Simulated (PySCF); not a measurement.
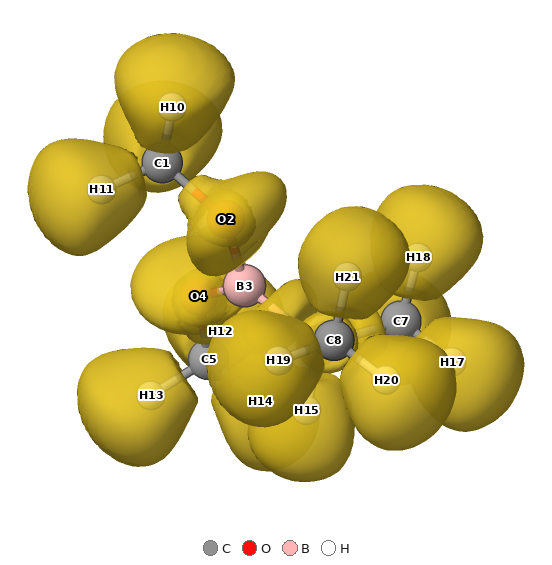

*C₅H₁₃BO₂ (SMILES COB(OC)C(C)C). Isosurface of the ELF at 0.75 (yellow), seen at an oblique angle. Core shells and regions of very low density are left out.*

Geometry: GFN2-xTB.

The calculation used PySCF 2.14.0, PBE0/pcSseg-1, SCF density, gas phase, non-relativistic.

```yaml
atoms:
  - { symbol: C, position_ang: [2.1093, -1.8925, -0.3488] }
  - { symbol: O, position_ang: [0.8058, -1.4559, -0.0353] }
  - { symbol: B, position_ang: [0.4833, -0.1471, 0.0687] }
  - { symbol: O, position_ang: [1.4722, 0.7588, -0.1553] }
  - { symbol: C, position_ang: [1.3478, 2.1552, -0.1247] }
  - { symbol: C, position_ang: [-1.0532, 0.2078, 0.4162] }
  - { symbol: C, position_ang: [-1.8304, 0.5301, -0.8688] }
  - { symbol: C, position_ang: [-1.7496, -0.9333, 1.1613] }
  - { symbol: H, position_ang: [2.5412, -1.2936, -1.1532] }
  - { symbol: H, position_ang: [2.0398, -2.9364, -0.6570] }
  - { symbol: H, position_ang: [2.7549, -1.8128, 0.5295] }
  - { symbol: H, position_ang: [1.6655, 2.5544, -1.0915] }
  - { symbol: H, position_ang: [2.0069, 2.5482, 0.6540] }
  - { symbol: H, position_ang: [0.3250, 2.4773, 0.0762] }
  - { symbol: H, position_ang: [-1.0981, 1.0943, 1.0609] }
  - { symbol: H, position_ang: [-1.3757, 1.3606, -1.4052] }
  - { symbol: H, position_ang: [-2.8616, 0.7926, -0.6366] }
  - { symbol: H, position_ang: [-1.8362, -0.3364, -1.5254] }
  - { symbol: H, position_ang: [-1.2458, -1.1360, 2.1028] }
  - { symbol: H, position_ang: [-2.7882, -0.6795, 1.3693] }
  - { symbol: H, position_ang: [-1.7217, -1.8389, 0.5623] }
```

Identify the bonds, lone pairs and shells in this picture.

Answer. The ELF exceeds this value in one region between bonded B–C atoms (shared pairs), two regions between bonded C–C atoms (shared pairs), 13 regions around hydrogen nuclei and two regions on O in which the atom's valence shell and bonds are merged. Along the contacts the grid gives the following. B–O (1.35 Å): the ELF peaks at about 0.90 between the atoms (a polar covalent bond). C–O (1.40 Å): the ELF peaks at about 0.90 between the atoms: a polar covalent bond.
